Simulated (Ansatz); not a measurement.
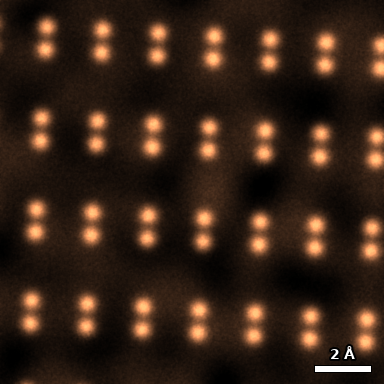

Dark-field STEM-like image of Ge (Fd-3m, No. 227) along [211]. Simulation: incoherent imaging, intensity Z^1.8 per atom, probe width 0.50 Å, thin sample. The probe carries 25 % of its weight in a tail 2.5 times as wide. Shot noise and the speckle of an amorphous layer were added. Structure: the input geometry of a calculation.

Question: Describe what the image shows.

Answer: The columns repeat on a rectangular net of 2.04 × 3.33 Å (plane group p2mm). All columns are alike (Ge). The shortest distance between visible columns is 0.83 Å in projection. Along the beam the structure repeats every 7.07 Å.
